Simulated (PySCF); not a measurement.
## Geometry relaxation of C$_{3}$H$_{10}$N$_{2}$Si (part 2 of 2)

The same run, continued: C$_{3}$H$_{10}$N$_{2}$Si; PBE0-D3(BJ)/def2-SVP geometry optimisation, gas phase (PySCF 2.14.0). 

Geometry of the input (Å):
```
N  2.8691  -0.8261  -0.2841
Si 1.7798  0.4439  0.2453
N  0.2408  -0.3482  0.2615
C  -0.9106  0.2883  0.6697
C  -2.2331  -0.4859  0.6801
C  -2.0300  0.6287  -0.3163
H  3.8225  -0.5522  -0.4282
H  2.8161  -1.6841  0.1787
H  1.9720  0.9678  1.6316
H  1.9686  1.5331  -0.7124
H  0.0892  -1.0500  -0.4288
H  -0.7606  0.9948  1.4794
H  -2.2451  -1.4867  0.3195
H  -2.9398  -0.3128  1.5087
H  -2.5833  1.5314  -0.1892
H  -1.8746  0.3558  -1.3373
```

Trajectory as extended XYZ, continued
```
16
Properties=species:S:1:pos:R:3:forces:R:3 step=13 energy=-14114.62229
N     2.9926   -0.7277    0.1679   -0.0235  -0.0429  -0.0193
Si    1.7405    0.4512    0.0874    0.0033  -0.0013  -0.0191
N     0.2312   -0.3897    0.1490    0.0505   0.0187   0.0220
C    -0.9823    0.1209    0.6959   -0.0193  -0.0315  -0.0069
C    -2.2742   -0.5713    0.4027   -0.0118   0.0364  -0.0065
C    -2.0178    0.7980   -0.1658    0.0296  -0.0059   0.0091
H     3.8553   -0.6200   -0.3492    0.0105   0.0213   0.0138
H     3.0825   -1.3759    0.9407    0.0130   0.0213   0.0045
H     1.6402    1.4497    1.2036    0.0078  -0.0021   0.0013
H     2.0600    1.2167   -1.1635   -0.0096  -0.0023  -0.0052
H     0.1558   -1.2788   -0.3308   -0.0245  -0.0001   0.0077
H    -0.8743    0.5262    1.7104   -0.0157  -0.0058   0.0026
H    -2.2471   -1.4214   -0.2865    0.0056   0.0041   0.0036
H    -3.0047   -0.6763    1.2088   -0.0028  -0.0187  -0.0012
H    -2.5750    1.6465    0.2412    0.0045   0.0044  -0.0049
H    -1.7877    0.8648   -1.2327   -0.0175   0.0042  -0.0016
16
Properties=species:S:1:pos:R:3:forces:R:3 step=14 energy=-14114.62366
N     2.9954   -0.7295    0.1654   -0.0280  -0.0420  -0.0293
Si    1.7409    0.4467    0.0815   -0.0136   0.0289  -0.0069
N     0.2304   -0.3908    0.1580    0.0207  -0.0262   0.0129
C    -0.9853    0.1181    0.7026    0.0097   0.0047  -0.0039
C    -2.2768   -0.5699    0.3986   -0.0072   0.0280  -0.0013
C    -2.0151    0.8022   -0.1601    0.0161  -0.0011   0.0057
H     3.8567   -0.6192   -0.3538    0.0084   0.0184   0.0112
H     3.0938   -1.3661    0.9465    0.0123   0.0136   0.0122
H     1.6495    1.4542    1.1903    0.0039   0.0003   0.0009
H     2.0503    1.2017   -1.1783   -0.0037  -0.0043  -0.0041
H     0.1502   -1.2809   -0.3191   -0.0014  -0.0076   0.0027
H    -0.8826    0.5183    1.7196   -0.0134  -0.0076   0.0065
H    -2.2466   -1.4154   -0.2959    0.0042   0.0008  -0.0028
H    -3.0114   -0.6809    1.2003   -0.0004  -0.0113  -0.0012
H    -2.5722    1.6497    0.2491    0.0022   0.0033  -0.0009
H    -1.7821    0.8749   -1.2259   -0.0096   0.0024  -0.0016
16
Properties=species:S:1:pos:R:3:forces:R:3 step=15 energy=-14114.62759
N     3.0060   -0.7237    0.1523   -0.0101  -0.0419  -0.0587
Si    1.7215    0.4185    0.0538   -0.0116   0.0731  -0.0162
N     0.2251   -0.4355    0.1877   -0.0486  -0.0363   0.0405
C    -0.9856    0.0928    0.7283    0.0439   0.0234  -0.0203
C    -2.2899   -0.5521    0.3876   -0.0067  -0.0106   0.0095
C    -1.9828    0.8247   -0.1325   -0.0353   0.0203  -0.0140
H     3.8599   -0.5840   -0.3727    0.0071   0.0035   0.0053
H     3.1505   -1.3053    0.9678    0.0065  -0.0083   0.0324
H     1.6434    1.4617    1.1302   -0.0193   0.0002  -0.0045
H     1.9785    1.1328   -1.2413    0.0173  -0.0006   0.0017
H     0.1287   -1.3308   -0.2766    0.0372  -0.0099   0.0127
H    -0.8926    0.4707    1.7547   -0.0004  -0.0224   0.0164
H    -2.2665   -1.3793   -0.3284    0.0006  -0.0028  -0.0169
H    -3.0392   -0.6727    1.1744    0.0046   0.0201  -0.0011
H    -2.5206    1.6787    0.2886   -0.0039  -0.0035   0.0143
H    -1.7415    0.9163   -1.1949    0.0187  -0.0045  -0.0012
16
Properties=species:S:1:pos:R:3:forces:R:3 step=16 energy=-14114.63173
N     3.0113   -0.7221    0.1344    0.0027  -0.0300  -0.0449
Si    1.6975    0.3873    0.0177   -0.0166   0.0798  -0.0155
N     0.2209   -0.4844    0.2319   -0.0877  -0.0175   0.0189
C    -0.9865    0.0638    0.7624    0.0539   0.0322  -0.0062
C    -2.3010   -0.5294    0.3696   -0.0013  -0.0485  -0.0128
C    -1.9421    0.8530   -0.0954   -0.0501   0.0359  -0.0257
H     3.8549   -0.5544   -0.4000    0.0058  -0.0093  -0.0031
H     3.2054   -1.2292    0.9891   -0.0079  -0.0124   0.0248
H     1.6282    1.4790    1.0452   -0.0181   0.0041  -0.0072
H     1.8995    1.0404   -1.3192    0.0240   0.0031   0.0066
H     0.1142   -1.3901   -0.2090    0.0572  -0.0257   0.0247
H    -0.9120    0.4082    1.8023    0.0038  -0.0325   0.0197
H    -2.2801   -1.3301   -0.3762   -0.0036   0.0023  -0.0108
H    -3.0724   -0.6614    1.1330    0.0073   0.0408   0.0073
H    -2.4621    1.7093    0.3434   -0.0013  -0.0117   0.0196
H    -1.6804    0.9733   -1.1503    0.0318  -0.0108   0.0047
16
Properties=species:S:1:pos:R:3:forces:R:3 step=17 energy=-14114.63661
N     3.0065   -0.7240    0.1118    0.0322   0.0178  -0.0111
Si    1.6645    0.3528   -0.0295   -0.0218   0.0404  -0.0039
N     0.2181   -0.5371    0.2928   -0.1021   0.0277  -0.0518
C    -0.9882    0.0288    0.8073    0.0354   0.0253   0.0275
C    -2.3073   -0.5004    0.3422   -0.0008  -0.0682  -0.0466
C    -1.8879    0.8874   -0.0451   -0.0349   0.0381  -0.0172
H     3.8364   -0.5321   -0.4375    0.0033  -0.0240  -0.0129
H     3.2519   -1.1311    1.0070   -0.0271  -0.0253   0.0117
H     1.6020    1.5086    0.9256   -0.0037   0.0065  -0.0109
H     1.8071    0.9170   -1.4139    0.0143   0.0086   0.0070
H     0.1106   -1.4614   -0.1081    0.0636  -0.0365   0.0499
H    -0.9455    0.3246    1.8643    0.0050  -0.0355   0.0163
H    -2.2823   -1.2633   -0.4423   -0.0055   0.0011   0.0031
H    -3.1098   -0.6442    1.0704    0.0096   0.0492   0.0164
H    -2.3918    1.7401    0.4186    0.0018  -0.0125   0.0147
H    -1.5893    1.0475   -1.0848    0.0308  -0.0127   0.0079
16
Properties=species:S:1:pos:R:3:forces:R:3 step=18 energy=-14114.64167
N     2.9946   -0.7274    0.0991    0.0495   0.0793   0.0198
Si    1.6410    0.3359   -0.0687   -0.0152  -0.0269   0.0209
N     0.2184   -0.5612    0.3345   -0.0787   0.0608  -0.1277
C    -0.9908    0.0050    0.8392    0.0094   0.0046   0.0626
C    -2.3062   -0.4816    0.3176   -0.0035  -0.0502  -0.0731
C    -1.8521    0.9114   -0.0037    0.0048   0.0200   0.0074
H     3.8182   -0.5356   -0.4609   -0.0060  -0.0321  -0.0111
H     3.2614   -1.0655    1.0179   -0.0368  -0.0316  -0.0133
H     1.5812    1.5408    0.8234    0.0124   0.0079  -0.0109
H     1.7528    0.8265   -1.4836   -0.0023   0.0091   0.0043
H     0.1264   -1.5051   -0.0230    0.0463  -0.0371   0.0741
H    -0.9763    0.2566    1.9091    0.0018  -0.0256   0.0063
H    -2.2720   -1.2128   -0.4962   -0.0056  -0.0022   0.0160
H    -3.1311   -0.6343    1.0181    0.0073   0.0357   0.0180
H    -2.3515    1.7537    0.4829    0.0030  -0.0052   0.0003
H    -1.5192    1.1067   -1.0268    0.0135  -0.0063   0.0065
16
Properties=species:S:1:pos:R:3:forces:R:3 step=19 energy=-14114.65357
N     2.9632   -0.7253    0.0795    0.0608   0.2265   0.0548
Si    1.5789    0.2927   -0.1666    0.0157  -0.1751   0.0810
N     0.2204   -0.6047    0.4228    0.0445   0.1620  -0.2305
C    -0.9993   -0.0518    0.9083   -0.0746  -0.0869   0.0852
C    -2.2933   -0.4319    0.2528   -0.0327   0.0251  -0.0858
C    -1.7685    0.9639    0.1032    0.1120  -0.0543   0.0772
H     3.7756   -0.5513   -0.5046   -0.0282  -0.0464  -0.0096
H     3.2605   -0.9064    1.0346   -0.0431  -0.0580  -0.0490
H     1.5104    1.6065    0.5531    0.0349   0.0035  -0.0020
H     1.6283    0.5940   -1.6371   -0.0351   0.0046  -0.0044
H     0.1895   -1.5933    0.1974   -0.0206  -0.0210   0.1116
H    -1.0588    0.0865    1.9985    0.0162  -0.0018  -0.0195
H    -2.2284   -1.0814   -0.6252   -0.0046  -0.0176   0.0321
H    -3.1689   -0.6013    0.8840   -0.0126  -0.0090   0.0024
H    -2.2658    1.7723    0.6450    0.0058   0.0233  -0.0358
H    -1.3488    1.2445   -0.8668   -0.0385   0.0252  -0.0078
16
Properties=species:S:1:pos:R:3:forces:R:3 step=20 energy=-14114.66040
N     2.9469   -0.7093    0.0765    0.0353   0.2599   0.0616
Si    1.5445    0.2717   -0.2239    0.0556  -0.2123   0.0947
N     0.2234   -0.6155    0.4580    0.1075   0.1375  -0.2305
C    -1.0066   -0.0874    0.9379   -0.1310  -0.0954   0.0416
C    -2.2847   -0.4036    0.2132   -0.0210   0.0757  -0.0297
C    -1.7275    0.9869    0.1679    0.1448  -0.0991   0.0967
H     3.7577   -0.5669   -0.5188   -0.0413  -0.0410   0.0034
H     3.2437   -0.8257    1.0424   -0.0284  -0.0570  -0.0739
H     1.4593    1.6372    0.3888    0.0439   0.0026   0.0113
H     1.5712    0.4626   -1.7135   -0.0479  -0.0022  -0.0024
H     0.2481   -1.6224    0.3319   -0.0566  -0.0017   0.0984
H    -1.1039   -0.0184    2.0324    0.0219   0.0137  -0.0248
H    -2.2011   -1.0043   -0.6969   -0.0048  -0.0226   0.0306
H    -3.1850   -0.5796    0.8068   -0.0196  -0.0427  -0.0172
H    -2.2284    1.7705    0.7413    0.0049   0.0417  -0.0483
H    -1.2627    1.3174   -0.7651   -0.0632   0.0426  -0.0116
16
Properties=species:S:1:pos:R:3:forces:R:3 step=21 energy=-14114.66752
N     2.9513   -0.6856    0.0868   -0.0236   0.1253   0.0622
Si    1.5661    0.3120   -0.2082    0.0790  -0.1171   0.0375
N     0.2250   -0.5857    0.4120    0.0603  -0.0608  -0.2182
C    -1.0062   -0.0855    0.9139   -0.0744  -0.0152   0.0639
C    -2.2984   -0.4272    0.2223    0.0642   0.1254   0.0155
C    -1.7539    0.9693    0.1472    0.0660  -0.0773   0.0526
H     3.7731   -0.5950   -0.5005   -0.0309  -0.0015   0.0195
H     3.2052   -0.9116    1.0439    0.0162  -0.0030  -0.0741
H     1.4830    1.6575    0.4480    0.0270   0.0058   0.0172
H     1.6256    0.5588   -1.6887   -0.0426  -0.0101  -0.0012
H     0.2774   -1.5947    0.3112   -0.0452   0.0111   0.0627
H    -1.0700   -0.0079    2.0091   -0.0523   0.0371   0.0117
H    -2.2341   -1.0469   -0.6761    0.0033  -0.0012   0.0077
H    -3.1824   -0.5944    0.8431    0.0018  -0.0655  -0.0203
H    -2.2544    1.7576    0.7143   -0.0042   0.0267  -0.0269
H    -1.3120    1.2926   -0.7995   -0.0446   0.0203  -0.0099
16
Properties=species:S:1:pos:R:3:forces:R:3 step=22 energy=-14114.67445
N     2.9571   -0.6563    0.0794   -0.0215   0.0489   0.0273
Si    1.5394    0.2821   -0.2311    0.0409  -0.0203  -0.0039
N     0.2210   -0.6167    0.4314   -0.0058  -0.0334  -0.0695
C    -1.0102   -0.1093    0.9308    0.0001  -0.0069   0.0063
C    -2.2950   -0.4031    0.2049    0.0090   0.0580   0.0594
C    -1.7180    0.9810    0.1794    0.0041  -0.0349   0.0046
H     3.7661   -0.5666   -0.5235    0.0010  -0.0030  -0.0197
H     3.2312   -0.8516    1.0357    0.0242  -0.0069   0.0021
H     1.4423    1.6506    0.3753    0.0059  -0.0061   0.0133
H     1.5599    0.4734   -1.7209   -0.0105  -0.0067   0.0004
H     0.2866   -1.6289    0.3937   -0.0216   0.0115   0.0198
H    -1.0948   -0.0552    2.0263   -0.0187   0.0156   0.0030
H    -2.2236   -1.0023   -0.7062    0.0110   0.0030  -0.0102
H    -3.1936   -0.5734    0.8037   -0.0061  -0.0386  -0.0214
H    -2.2126    1.7682    0.7535    0.0031   0.0086  -0.0041
H    -1.2608    1.3213   -0.7538   -0.0151   0.0114  -0.0075
16
Properties=species:S:1:pos:R:3:forces:R:3 step=23 energy=-14114.67606
N     2.9708   -0.6456    0.0815    0.0047  -0.0075   0.0171
Si    1.5464    0.2819   -0.2170   -0.0097   0.0307  -0.0105
N     0.2173   -0.6202    0.4205   -0.0459  -0.0020  -0.0172
C    -1.0094   -0.1027    0.9253    0.0580  -0.0021   0.0001
C    -2.2977   -0.4093    0.2142   -0.0217   0.0008   0.0319
C    -1.7273    0.9760    0.1666   -0.0194   0.0050  -0.0270
H     3.7727   -0.5521   -0.5301   -0.0019  -0.0068  -0.0208
H     3.2547   -0.8593    1.0307    0.0111   0.0021   0.0096
H     1.4503    1.6398    0.4134   -0.0105  -0.0058   0.0043
H     1.5626    0.4947   -1.7038    0.0119  -0.0028   0.0009
H     0.2659   -1.6324    0.3749    0.0100  -0.0026   0.0079
H    -1.0859   -0.0305    2.0205   -0.0100   0.0010   0.0025
H    -2.2277   -1.0181   -0.6910    0.0135   0.0086  -0.0075
H    -3.1912   -0.5862    0.8187   -0.0044  -0.0066  -0.0081
H    -2.2204    1.7705    0.7323    0.0066  -0.0081   0.0147
H    -1.2860    1.3066   -0.7779    0.0077  -0.0038   0.0020
16
Properties=species:S:1:pos:R:3:forces:R:3 step=24 energy=-14114.67644
N     2.9725   -0.6357    0.0824    0.0075  -0.0116   0.0171
Si    1.5425    0.2807   -0.2238   -0.0050   0.0208  -0.0062
N     0.2166   -0.6230    0.4187   -0.0292  -0.0008  -0.0046
C    -1.0093   -0.1082    0.9268    0.0372  -0.0017  -0.0017
C    -2.2975   -0.4087    0.2124   -0.0221  -0.0084   0.0231
C    -1.7257    0.9761    0.1752   -0.0133   0.0119  -0.0238
H     3.7708   -0.5497   -0.5352   -0.0077  -0.0069  -0.0119
H     3.2605   -0.8429    1.0319    0.0067   0.0084  -0.0020
H     1.4382    1.6426    0.3963   -0.0088  -0.0038   0.0030
H     1.5594    0.4807   -1.7122    0.0109  -0.0006   0.0013
H     0.2725   -1.6355    0.3878    0.0107  -0.0009  -0.0010
H    -1.0874   -0.0430    2.0224   -0.0028  -0.0008   0.0001
H    -2.2250   -1.0099   -0.6977    0.0105   0.0058  -0.0034
H    -3.1924   -0.5909    0.8133   -0.0028  -0.0008  -0.0056
H    -2.2171    1.7671    0.7471    0.0044  -0.0067   0.0125
H    -1.2834    1.3134   -0.7665    0.0037  -0.0036   0.0030
16
Properties=species:S:1:pos:R:3:forces:R:3 step=25 energy=-14114.67678
N     2.9773   -0.6174    0.0871   -0.0008  -0.0075   0.0060
Si    1.5421    0.2871   -0.2306    0.0057  -0.0039   0.0056
N     0.2159   -0.6230    0.4034   -0.0006   0.0042  -0.0042
C    -1.0069   -0.1149    0.9235   -0.0097  -0.0042   0.0078
C    -2.2996   -0.4160    0.2167   -0.0051  -0.0121  -0.0064
C    -1.7338    0.9711    0.1843    0.0060   0.0126  -0.0026
H     3.7690   -0.5484   -0.5411   -0.0067  -0.0035  -0.0001
H     3.2711   -0.8197    1.0358    0.0025   0.0129  -0.0079
H     1.4216    1.6492    0.3855   -0.0018  -0.0003   0.0000
H     1.5723    0.4801   -1.7195    0.0027   0.0029   0.0005
H     0.2828   -1.6351    0.3844    0.0052   0.0003  -0.0069
H    -1.0790   -0.0557    2.0200    0.0053  -0.0020  -0.0010
H    -2.2263   -1.0075   -0.6997    0.0005  -0.0029   0.0018
H    -3.1915   -0.6093    0.8186    0.0018   0.0064   0.0034
H    -2.2210    1.7558    0.7682   -0.0013  -0.0023   0.0033
H    -1.2990    1.3168   -0.7578   -0.0036  -0.0005   0.0006
```

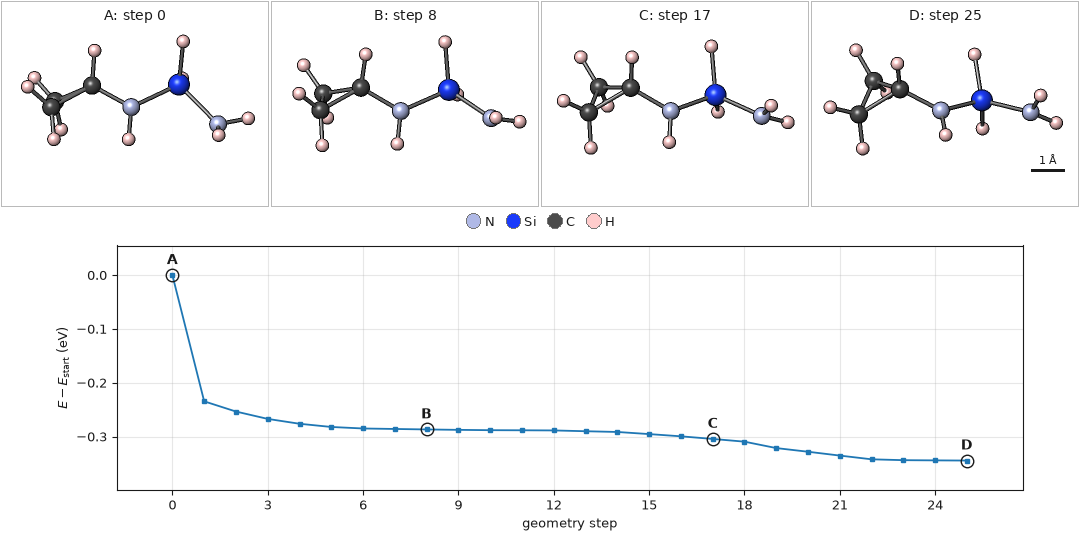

Frames of the relaxation (ball-and-stick view, seen at a tilt) above the curves, on which the letters mark them (steps are counted from 0).

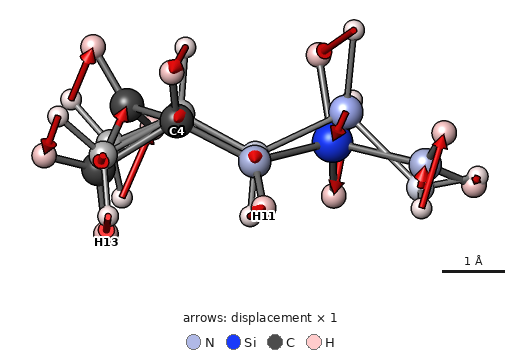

Start (faint) and end (solid) with the displacements as red arrows, at true length (ball-and-stick view, seen at a tilt). The two geometries are laid on each other by the best rigid fit. After 25 geometry steps the energy has fallen by 0.344 eV. The largest force component goes from 2.9 to 0.013 eV/Å. H10 moves most after the best rigid fit: 1.57 Å. By element the largest moves are H 1.57 Å, C 0.69 Å, Si 0.58 Å, N 0.41 Å. Among the contacts that change: N3–C4 1.378 → 1.423 Å, Si2–H10 1.463 → 1.502 Å, N1–H8 0.976 → 1.014 Å, C5–H13 1.064 → 1.093 Å. Among the angles that change: Si2–N3–C4 122.3° → 127.3°, N1–Si2–N3 102.9° → 107.1°, Si2–N1–H7 115.8° → 120.0°. (Atoms are counted from 1 in the order of the input.)
